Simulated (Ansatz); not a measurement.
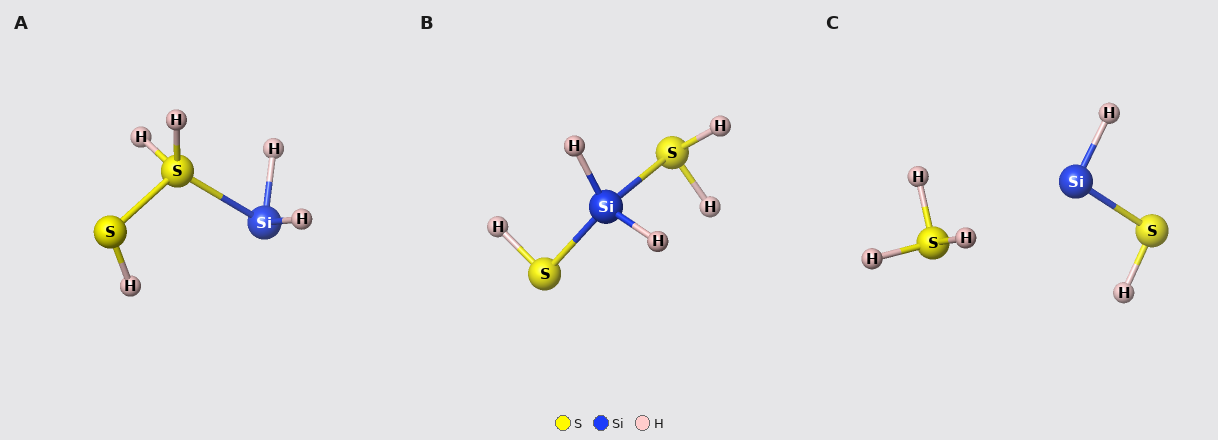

3 stationary structures of one formula. The species has charge +1 and is a spin singlet. Geometries: PBE0-D4/def2-TZVP. Electronic energies: RHF-CCSD(T) (frozen core)/def2-TZVPP (Ansatz 0.2.0), without zero-point energy. No frequency run is at hand to confirm each as a minimum. Each is one conformer, not always the lowest.

> Which is lowest in energy, and by how much?

B is lowest; C lies 234.0 kJ/mol above it (C1), A lies 416.3 kJ/mol above it (C1).
